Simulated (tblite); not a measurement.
# Ge26H42: the cost of one run

Computed with tblite 0.8.0 and PySCF 2.14.0 and routines of our own; the level stands in each step. Atoms count from 0.

## Step 1: The starting structure

68 atoms, charge 0, multiplicity 1; geometry from: force field, distance geometry or constructed start.

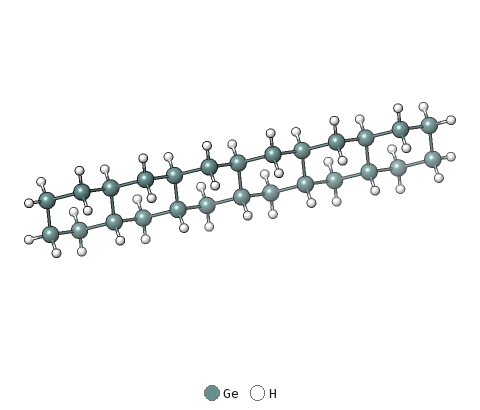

The starting geometry (germanium teal, hydrogen white).

## Step 2: Geometry optimisation with GFN2-xTB

The job: settings as JSON, then the geometry in Å.

```
{"job": {"kind": "relax", "xc": "GFN2-xTB", "basis": "xTB"}, "charge": 0, "multiplicity": 1}
Ge     8.026700     1.156100    -0.401600
Ge     6.013200     2.318300     0.393100
Ge     4.016100     1.155600    -0.399000
Ge     4.010200    -1.153500     0.393800
Ge     6.015400    -2.316900    -0.396600
Ge     8.018500    -1.158400     0.397400
Ge    -8.021700     1.159600    -0.403300
Ge   -10.023900     2.318400     0.401500
Ge   -12.030100     1.155800    -0.400400
Ge   -12.035600    -1.158700     0.401600
Ge   -10.029400    -2.316900    -0.402100
Ge    -8.024300    -1.159900     0.400000
Ge    -0.003400     1.158600    -0.395000
Ge    -2.003300     2.315100     0.397300
Ge    -4.013100     1.163000    -0.399800
Ge    -4.012800    -1.157300     0.406300
Ge    -2.005100    -2.313800    -0.399100
Ge    -0.001100    -1.161300     0.399000
Ge     2.004900     2.317500     0.402500
Ge     2.008300    -2.314800    -0.397300
Ge    12.030500     1.161700    -0.398500
Ge    10.026400     2.317200     0.399800
Ge    10.030700    -2.311100    -0.393400
Ge    12.028600    -1.162200     0.398500
Ge    -6.015900     2.318300     0.400900
Ge    -6.022500    -2.316600    -0.397500
H      8.022500     1.160200    -1.930700
H      6.015800     2.316300     1.931200
H      6.017000     3.759700    -0.108800
H      4.012000     1.158300    -1.926600
H      4.014500    -1.157300     1.928900
H      6.014500    -2.314400    -1.929800
H      6.015400    -3.759200     0.104900
H      8.023900    -1.159200     1.933700
H     -8.020600     1.159700    -1.933300
H    -10.026800     2.317900     1.927100
H    -10.028100     3.759400    -0.110900
H    -12.031900     1.160400    -1.932600
H    -13.281900     1.875800     0.106700
H    -12.037600    -1.154500     1.931200
H    -13.283100    -1.882000    -0.103000
H    -10.021400    -2.321300    -1.926300
H    -10.022400    -3.758300     0.103200
H     -8.019200    -1.158400     1.928200
H     -0.003700     1.159600    -1.927600
H     -2.007400     2.317300     1.926600
H     -2.003100     3.759400    -0.107400
H     -4.011200     1.160500    -1.927700
H     -4.009300    -1.157500     1.930200
H     -2.003600    -2.315000    -1.928000
H     -2.006400    -3.766600     0.109900
H      0.006600    -1.156600     1.929700
H      2.005100     2.315300     1.930100
H      2.002100     3.757700    -0.109800
H      2.006200    -2.316600    -1.928500
H      2.005000    -3.756300     0.107400
H     12.039400     1.152200    -1.931900
H     13.285700     1.887300     0.106100
H     10.027400     2.315000     1.934000
H     10.026400     3.761300    -0.107800
H     10.023500    -2.314800    -1.928500
H     10.031200    -3.759600     0.104900
H     12.034500    -1.157200     1.930800
H     13.282800    -1.876200    -0.105700
H     -6.010700     2.319000     1.932000
H     -6.021300     3.761100    -0.105500
H     -6.014000    -2.312600    -1.931200
H     -6.013900    -3.761000     0.112700
```

Launch:

```sh
$ OMP_NUM_THREADS=4 python large_run.py task.json out
```

This one command runs all jobs of the session in turn.

Q: Estimate the wall time and peak memory of this first job on 4 threads of Arm Neoverse N1, shared host.

About 36 s, with a peak of 0.14 GiB.
